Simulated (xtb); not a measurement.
CH7BBrP: geometry relaxation (part 1 of 3)

- system: CH7BBrP
- method: GFN1-xTB, GBSA solvent ch2cl2 (xtb 6.7.1)

The starting geometry was optimised with GFN1-xTB.

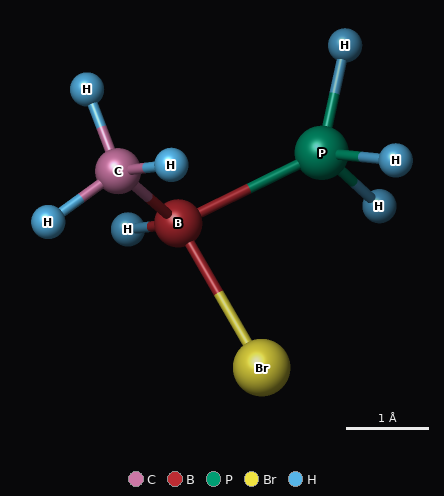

*The input geometry (ball-and-stick view, seen at a tilt).*

Bond lengths as drawn: B–Br 2.08 Å, B–C 1.59 Å, B–H 1.20 Å, B–P 1.99 Å, C–H 1.09 Å and H–P 1.37 to 1.40 Å.

**Input file (struc.xyz)**
```
11

C     -0.46119800     0.60268400    -1.39304200
B     -0.70601600    -0.29712500    -0.10035300
P      0.92844900    -0.50873700     1.01555600
Br    -1.59024500     0.71722800     1.48003000
H      0.14798500     0.07676400    -2.13025900
H      0.03158300     1.54833300    -1.16311000
H     -1.41761000     0.83561200    -1.86327400
H     -1.19014600    -1.37895800    -0.25761200
H      2.14536300    -1.13177200     0.71537500
H      1.43074100     0.67291000     1.49130100
H      0.68109300    -1.13692900     2.20539700
```

**File detailed.inp**
```
$gbsa
   gbsagrid=tight
$end
```

Machine: 1 thread of Intel Xeon @ 2.70GHz, 189 GiB of memory available, shared host.

Launch command:
```bash
xtb struc.xyz --opt -I detailed.inp --gfn 1 --gbsa ch2cl2 > xtb.out 2> xtb.err
```

**The program's output**
```
* xtb version 6.7.1
   ID    Z sym.   atoms
    1    6 C      1
    2    5 B      2
    3   15 P      3
    4   35 Br     4
    5    1 H      5-11

           -------------------------------------------------
          |                Calculation Setup                |
           -------------------------------------------------

          program call               : xtb struc.xyz --opt -I detailed.inp --gfn 1 --gbsa ch2cl2
          coordinate file            : struc.xyz
          omp threads                :                     1

           -------------------------------------------------
          |                 G F N 1 - x T B                 |
           -------------------------------------------------

      * Hamiltonian:
        H0-scaling (s, p, d)           1.850000    2.250000    2.000000
        zeta-weighting                 0.000000
      * Dispersion:
        s8                             2.400000
        a1                             0.630000
        a2                             5.000000
        s9                             0.000000
      * Repulsion:
        kExp                           1.500000
        rExp                           1.000000
      * Coulomb:
        alpha                          2.000000
        third order                    atomic
        anisotropic                    false
      * Halogen bond correction:
        rad-scale                      1.300000
        damping                        0.440000

      * Solvation model:               GBSA
        Solvent                        ch2cl2
        Parameter file                 internal GFN1-xTB/GBSA
        Dielectric constant                7.0000E+00
        Reference state                gsolv [1 M gas/solution]
        Free energy shift                  3.5459E-03 Eh       2.2251E+00 kcal/mol
        Temperature                        2.9815E+02 K
        Density                            1.3300E+00 kg/L
        Solvent mass                       8.4930E+01 g/mol
        Interaction kernel             Still
        Born radius scaling (c1)           1.4929E+00
        Born radii integrator          GBOBC
        Born offset                        6.4057E-02 a0       1.2105E-01 AA
        H-bond correction              false
        Ion screening                  false
        Surface tension                    1.0000E-05 Eh       1.5569E+01 dyn/cm
        Grid points                               974 per atom

          ...................................................
          :                      SETUP                      :
          :.................................................:
          :  # basis functions                  42          :
          :  # atomic orbitals                  40          :
          :  # shells                           24          :
          :  # electrons                        26          :
          :  # halogen bonds                     1          :
          :  max. iterations                   250          :
          :  Hamiltonian                  GFN1-xTB          :
          :  restarted?                      false          :
          :  GBSA solvation                   true          :
          :  PC potential                    false          :
          :  electronic temp.          300.0000000     K    :
          :  accuracy                    1.0000000          :
          :  -> integral cutoff          0.2500000E+02      :
          :  -> integral neglect         0.1000000E-07      :
          :  -> SCF convergence          0.1000000E-05 Eh   :
          :  -> wf. convergence          0.2000000E-04 e    :
          :  Broyden damping             0.4000000          :
          :  net charge                          0          :
          :  unpaired electrons                  0          :
          ...................................................

 iter      E             dE          RMSdq      gap      omega  full diag
   1    -13.9509183 -0.139509E+02  0.650E+00    5.77       0.0  T
   2    -13.9563141 -0.539578E-02  0.390E+00    5.21       1.0  T
   3    -13.8977257  0.585884E-01  0.161E+00    5.97       1.0  T
   4    -13.9633921 -0.656665E-01  0.325E-01    5.71       1.0  T
   5    -13.9637665 -0.374321E-03  0.152E-01    5.61       1.0  T
   6    -13.9640492 -0.282718E-03  0.292E-02    5.64       1.0  T
   7    -13.9640585 -0.936058E-05  0.126E-02    5.65       2.4  T
   8    -13.9640596 -0.108651E-05  0.152E-03    5.65      19.9  T
   9    -13.9640596 -0.927007E-08  0.637E-04    5.65      47.3  T
  10    -13.9640597 -0.692286E-08  0.358E-04    5.65      84.3  T
  11    -13.9640597 -0.118539E-08  0.610E-05    5.65     494.2  T
  12    -13.9640597 -0.817941E-10  0.204E-05    5.65    1480.3  T

   *** convergence criteria satisfied after 12 iterations ***

         #    Occupation            Energy/Eh            Energy/eV
      -------------------------------------------------------------
         1        2.0000           -0.7800509             -21.2263
       ...           ...                  ...                  ...
         7        2.0000           -0.5083593             -13.8332
         8        2.0000           -0.5062769             -13.7765
         9        2.0000           -0.4617342             -12.5644
        10        2.0000           -0.4517191             -12.2919
        11        2.0000           -0.4313471             -11.7376
        12        2.0000           -0.3991134             -10.8604
        13        2.0000           -0.3969329             -10.8011 (HOMO)
        14                         -0.1894123              -5.1542 (LUMO)
        15                         -0.1876800              -5.1070
        16                         -0.1634694              -4.4482
        17                         -0.1379283              -3.7532
        18                         -0.1143736              -3.1123
       ...                                ...                  ...
        40                          1.4855867              40.4249
      -------------------------------------------------------------
                  HL-Gap            0.2075205 Eh            5.6469 eV
             Fermi-level           -0.2931726 Eh           -7.9776 eV

 SCC (total)                   0 d,  0 h,  0 min,  0.022 sec
 SCC setup                      ...        0 min,  0.001 sec (  4.557%)
 Dispersion                     ...        0 min,  0.000 sec (  0.284%)
 classical contributions        ...        0 min,  0.000 sec (  0.144%)
 integral evaluation            ...        0 min,  0.005 sec ( 24.012%)
 iterations                     ...        0 min,  0.006 sec ( 27.951%)
 molecular gradient             ...        0 min,  0.009 sec ( 41.827%)
 printout                       ...        0 min,  0.000 sec (  1.129%)

         :::::::::::::::::::::::::::::::::::::::::::::::::::::
         ::                     SUMMARY                     ::
         :::::::::::::::::::::::::::::::::::::::::::::::::::::
         :: total energy             -13.850169378933 Eh    ::
         :: total w/o Gsasa/hb       -13.842537382968 Eh    ::
         :: gradient norm              0.008430868329 Eh/a0 ::
         :: HOMO-LUMO gap              5.646921416794 eV    ::
         ::.................................................::
         :: SCC energy               -13.964059651390 Eh    ::
         :: -> electrostatic           0.013615971628 Eh    ::
         :: -> Gsolv                  -0.012364392187 Eh    ::
         ::    -> Gelec               -0.004732396221 Eh    ::
         ::    -> Gsasa               -0.011177872595 Eh    ::
         ::    -> Ghb                  0.000000000000 Eh    ::
         ::    -> Gshift               0.003545876630 Eh    ::
         :: repulsion energy           0.118235044426 Eh    ::
         :: dispersion energy         -0.004344899346 Eh    ::
         :: halogen bond corr.         0.000000127376 Eh    ::
         :: add. restraining           0.000000000000 Eh    ::
         :: total charge              -0.000000000000 e     ::
         :::::::::::::::::::::::::::::::::::::::::::::::::::::

      -----------------------------------------------------------
     |                   =====================                   |
     |                        A N C O P T                        |
     |                   =====================                   |
     |               Approximate Normal Coordinate               |
     |                Rational Function Optimizer                |
      -----------------------------------------------------------
      -----------------------------------------------------------
     |                   =====================                   |
     |                        A N C O P T                        |
     |                   =====================                   |
     |               Approximate Normal Coordinate               |
     |                Rational Function Optimizer                |
      -----------------------------------------------------------

          ...................................................
          :                      SETUP                      :
          :.................................................:
          :   optimization level            normal          :
          :   max. optcycles                   200          :
          :   ANC micro-cycles                  20          :
          :   degrees of freedom                27          :
          :.................................................:
          :   RF solver                   davidson          :
          :   write xtbopt.log                true          :
          :   linear?                        false          :
          :   energy convergence         0.5000000E-05 Eh   :
          :   grad. convergence          0.1000000E-02 Eh/α :
          :   maxmium RF displ.          1.0000000          :
          :   Hlow (freq-cutoff)         0.1000000E-01      :
          :   Hmax (freq-cutoff)         5.0000000          :
          :   S6 in model hess.         20.0000000          :
          ...................................................

generating ANC from exact Hessian ...
Using Lindh-Hessian (1995)
 Shifting diagonal of input Hessian by    8.7919303180615839E-003
 Lowest  eigenvalues of input Hessian
    0.000000    0.000000    0.000000    0.000000    0.000000    0.000000
    0.010000    0.011618    0.013017    0.015194    0.016427    0.023365
    0.026440    0.030252    0.034932    0.045222    0.049757    0.055058
 Highest eigenvalues
    0.749453    0.792189    0.805538    1.007116    1.076664    1.088531

........................................................................
.............................. CYCLE    1 ..............................
........................................................................

 iter      E             dE          RMSdq      gap      omega  full diag
   1    -13.9640597 -0.139641E+02  0.996E-07    5.65       0.0  T
   2    -13.9640597  0.230926E-13  0.564E-07    5.65   53478.0  T
   3    -13.9640597 -0.195399E-13  0.238E-07    5.65  100000.0  T
     SCC iter.                  ...        0 min,  0.002 sec
     gradient                   ...        0 min,  0.009 sec
 * total energy  :   -13.8501694 Eh     change       -0.5744738E-11 Eh
   gradient norm :     0.0084306 Eh/α   predicted     0.0000000E+00 (-100.00%)
   displ. norm   :     0.1598451 α      lambda       -0.6288438E-03
   maximum displ.:     0.1251604 α      in ANC's #5, #4, #6, ...

........................................................................
.............................. CYCLE    2 ..............................
........................................................................

 iter      E             dE          RMSdq      gap      omega  full diag
   1    -13.9635567 -0.139636E+02  0.125E-01    5.54       0.0  T
   2    -13.9636428 -0.860858E-04  0.119E-01    5.37       1.0  T
   3    -13.9638613 -0.218493E-03  0.392E-02    5.43       1.0  T
   4    -13.9638609  0.332591E-06  0.159E-02    5.42       1.9  T
   5    -13.9638626 -0.168355E-05  0.415E-03    5.43       7.3  T
   6    -13.9638627 -0.652102E-07  0.641E-04    5.43      47.1  T
   7    -13.9638627 -0.235167E-08  0.106E-04    5.43     284.4  T
   8    -13.9638627  0.308376E-11  0.369E-05    5.43     817.0  T
     SCC iter.                  ...        0 min,  0.004 sec
     gradient                   ...        0 min,  0.009 sec
 * total energy  :   -13.8502751 Eh     change       -0.1056723E-03 Eh
   gradient norm :     0.0061999 Eh/α   predicted    -0.3224576E-03 ( 205.15%)
   displ. norm   :     0.0636178 α      lambda       -0.2360733E-03
   maximum displ.:     0.0388852 α      in ANC's #6, #4, #5, ...

........................................................................
.............................. CYCLE    3 ..............................
........................................................................

 iter      E             dE          RMSdq      gap      omega  full diag
   1    -13.9643192 -0.139643E+02  0.410E-02    5.50       0.0  T
   2    -13.9643312 -0.119545E-04  0.346E-02    5.57       1.0  T
   3    -13.9643550 -0.238355E-04  0.884E-03    5.54       3.4  T
   4    -13.9643552 -0.149976E-06  0.547E-03    5.55       5.5  T
   5    -13.9643554 -0.206511E-06  0.120E-03    5.55      25.2  T
   6    -13.9643554 -0.221341E-08  0.166E-04    5.55     181.4  T
   7    -13.9643554 -0.162478E-09  0.318E-05    5.55     949.6  T
     SCC iter.                  ...        0 min,  0.004 sec
     gradient                   ...        0 min,  0.009 sec
 * total energy  :   -13.8504102 Eh     change       -0.1351301E-03 Eh
   gradient norm :     0.0019972 Eh/α   predicted    -0.1185128E-03 ( -12.30%)
   displ. norm   :     0.0289737 α      lambda       -0.1839271E-04
   maximum displ.:     0.0139640 α      in ANC's #8, #2, #4, ...

........................................................................
.............................. CYCLE    4 ..............................
........................................................................

 iter      E             dE          RMSdq      gap      omega  full diag
   1    -13.9647778 -0.139648E+02  0.943E-03    5.57       0.0  T
   2    -13.9647784 -0.609968E-06  0.460E-03    5.58       6.6  T
   3    -13.9647786 -0.190398E-06  0.301E-03    5.58      10.0  T
   4    -13.9647787 -0.779153E-07  0.147E-03    5.58      20.5  T
   5    -13.9647787 -0.191552E-07  0.246E-04    5.58     122.7  T
   6    -13.9647787 -0.339947E-09  0.372E-05    5.58     810.2  T
   7    -13.9647787 -0.119940E-10  0.369E-06    5.58    8174.4  T
     SCC iter.                  ...        0 min,  0.004 sec
     gradient                   ...        0 min,  0.009 sec
 * total energy  :   -13.8504162 Eh     change       -0.6032626E-05 Eh
   gradient norm :     0.0011735 Eh/α   predicted    -0.9199254E-05 (  52.49%)
   displ. norm   :     0.0208292 α      lambda       -0.8804107E-05
   maximum displ.:     0.0104236 α      in ANC's #3, #6, #8, ...

........................................................................
.............................. CYCLE    5 ..............................
........................................................................

 iter      E             dE          RMSdq      gap      omega  full diag
   1    -13.9647968 -0.139648E+02  0.751E-03    5.57       0.0  T
   2    -13.9647971 -0.363052E-06  0.767E-03    5.56       3.9  T
   3    -13.9647981 -0.940711E-06  0.269E-03    5.57      11.2  T
   4    -13.9647981  0.309758E-08  0.118E-03    5.57      25.5  T
   5    -13.9647981 -0.108777E-07  0.344E-04    5.57      87.7  T
   6    -13.9647981 -0.687150E-09  0.451E-05    5.57     669.3  T
   7    -13.9647981 -0.604672E-11  0.540E-06    5.57    5586.7  T
     SCC iter.                  ...        0 min,  0.004 sec
     gradient                   ...        0 min,  0.009 sec
 * total energy  :   -13.8504199 Eh     change       -0.3688177E-05 Eh
   gradient norm :     0.0006989 Eh/α   predicted    -0.4402635E-05 (  19.37%)
   displ. norm   :     0.0095966 α      lambda       -0.2768942E-05
   maximum displ.:     0.0076589 α      in ANC's #6, #14, #7, ...

   *** GEOMETRY OPTIMIZATION CONVERGED AFTER 5 ITERATIONS ***

------------------------------------------------------------------------
 total energy gain   :        -0.0002505 Eh       -0.1572 kcal/mol
 total RMSD          :         0.0429958 a0        0.0228 Å
 total power (kW/mol):        -0.1315497 (step)   -6.8056 (real)
------------------------------------------------------------------------
```
